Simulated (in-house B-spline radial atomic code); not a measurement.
Method: scalar-relativistic (spin-free one-electron X2C) PW91, spin-polarised, spherical fractional occupations, Fermi nucleus, basis-set limit; computed with an in-house B-spline radial code. The occupation of the 2p shell is varied from B⁺ ([He] 2s2) to B ([He] 2s2 2p1 (high spin)), with spherical fractional occupations. Wanted, and plotted below: the total energy less the straight line between the end points, and the eigenvalue of 2p↑ (the dashed line is minus the energy to take the whole electron out).

The curve is convex (below the straight line), with the largest deviation among the points computed, −1.17 eV, at 0.5. The end points differ by 8.54 eV, the energy to take the electron out. The eigenvalue, which is the slope of the energy (Janak's theorem), moves from −12.6 eV at 0.08 to −4.07 eV at 1; for a straight line it would stay constant, and a parabola would sag by an eighth of this change, scaled to a whole electron, 1.16 eV. Convexity is the mark of the delocalisation error, which puts fractional charges too low; for p, d and f shells the spherical spreading of the fraction adds to it.

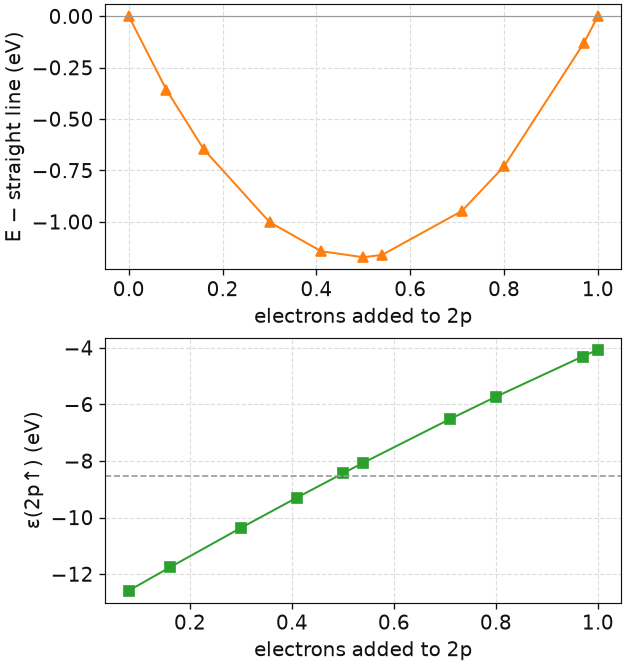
